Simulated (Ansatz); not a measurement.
Base system: TiO2 in the rutile structure (space group P4_2/mnm, No. 136; a = 4.597 Å, c = 2.954 Å).

The change: an isotropic linear strain of −2.50 %, atoms relaxed at fixed cell.

Calculations: r2SCAN/PAW in Ansatz (a quantum-chemistry and plane-wave program), no SOC.

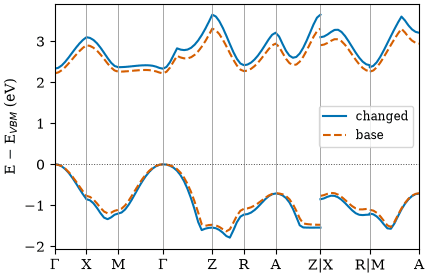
Figure: Highest valence and lowest conduction band along the path, each from its own valence-band maximum

Task: Read the changed gap and its character from the plot.

Result: About 2.3 eV, direct at Γ.

Stability against distortions was not tested. All final runs are without spin polarisation.
